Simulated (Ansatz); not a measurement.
Process, species as SMILES: [N]=C=O → C atom + N atom + O atom
B3LYP-D3(BJ)/def2-TZVP geometries, fixed; electronic energies without zero-point terms.

Basis-set convergence of the atomisation energy at MP2 with Ansatz (a program for electronic structure). Cartesian d functions, on some or all atoms, in 6-31+G*; all else is spherical. Cores are frozen. Open shells are unrestricted. No added dispersion term, no relativity. Functions are those of the species that has most. Reference: Hartree-Fock in cc-pVQZ plus the correlation part extrapolated as X^-3 from cc-pVTZ and cc-pVQZ, 327.34 kcal/mol, itself unsure by roughly 2.06 kcal/mol (a third of the extrapolation step and of the last Hartree-Fock step). Deviations are taken from unrounded values.

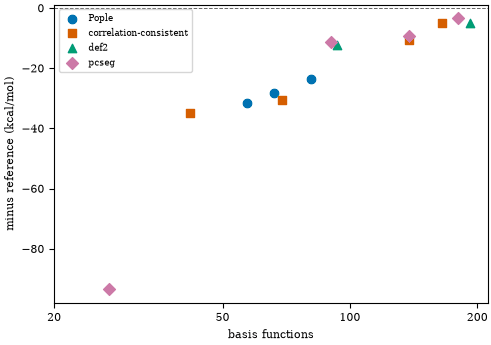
Fig. 1. Deviation from the reference against the number of basis functions, by family of sets.

```json
[
 {"basis": "pcseg-0", "functions": "27", "atomisation energy (kcal/mol)": "233.88", "minus reference (kcal/mol)": "-93.46"},
 {"basis": "cc-pVDZ", "functions": "42", "atomisation energy (kcal/mol)": "292.40", "minus reference (kcal/mol)": "-34.94"},
 {"basis": "6-31+G*", "functions": "57", "atomisation energy (kcal/mol)": "295.60", "minus reference (kcal/mol)": "-31.73"},
 {"basis": "6-311+G**", "functions": "66", "atomisation energy (kcal/mol)": "299.20", "minus reference (kcal/mol)": "-28.14"},
 {"basis": "aug-cc-pVDZ", "functions": "69", "atomisation energy (kcal/mol)": "296.59", "minus reference (kcal/mol)": "-30.75"},
 {"basis": "6-311++G(2d,2p)", "functions": "81", "atomisation energy (kcal/mol)": "303.71", "minus reference (kcal/mol)": "-23.62"},
 {"basis": "pcseg-2", "functions": "90", "atomisation energy (kcal/mol)": "316.02", "minus reference (kcal/mol)": "-11.32"},
 {"basis": "def2-TZVPP", "functions": "93", "atomisation energy (kcal/mol)": "315.16", "minus reference (kcal/mol)": "-12.18"},
 {"basis": "aug-cc-pVTZ", "functions": "138", "atomisation energy (kcal/mol)": "316.56", "minus reference (kcal/mol)": "-10.78"},
 {"basis": "aug-pcseg-2", "functions": "138", "atomisation energy (kcal/mol)": "318.05", "minus reference (kcal/mol)": "-9.28"},
 {"basis": "cc-pVQZ", "functions": "165", "atomisation energy (kcal/mol)": "322.27", "minus reference (kcal/mol)": "-5.07"},
 {"basis": "pcseg-3", "functions": "180", "atomisation energy (kcal/mol)": "323.92", "minus reference (kcal/mol)": "-3.42"},
 {"basis": "def2-QZVPPD", "functions": "192", "atomisation energy (kcal/mol)": "322.30", "minus reference (kcal/mol)": "-5.04"}
]
```
